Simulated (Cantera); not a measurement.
Charge: 1 mol KCl, 6.5 mol H₂, 0.95 mol N₂, at 1.10e-6 bar.

These are equilibrium values from Cantera (NASA tables, ideal gas, pure condensed phases), not measurements of a reactor. Candidate condensed phases: K, KCl, NH₄Cl; 17 gas species. Rates play no part.

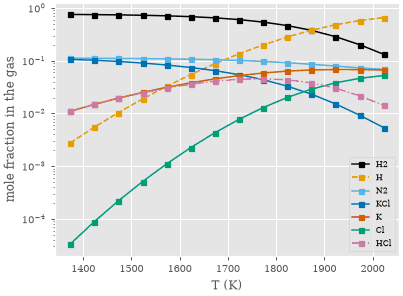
*Equilibrium gas composition (values under 1e-9 drawn at 1e-9)*

**Question.** Read off the mole fractions at 1473 K.

**Answer.** H₂ about 0.74, N₂ about 0.11, KCl about 0.097, K about 0.020, HCl about 0.019, H about 0.010, Cl about 0.00022.
